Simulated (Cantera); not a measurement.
Charge: 1 mol SiC, 0.04 mol O₂, 940 mol N₂, a varied amount of N₂O, at 1298 K and 1.80e-5 bar.

Cantera equilibrium calculation (NASA polynomials, part measured and part estimated; ideal gas, pure solids and liquids). Candidate condensed phases: C, Si, SiC, SiO₂, Si₂N₂O, Si₃N₄; 34 gas species. Mutual solubility and eutectic melting of coexisting phases are not modelled. Kinetics and transport are ignored.

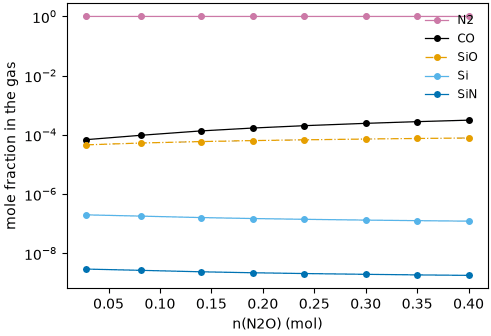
Equilibrium gas composition (values under 1e-9 drawn at 1e-9)

**Question.** Read off the mole fractions at 0.35 mol N₂O.

**Answer.** N₂ about 1.00, CO about 0.00028, SiO about 7.6e-5, Si about 1.3e-7.
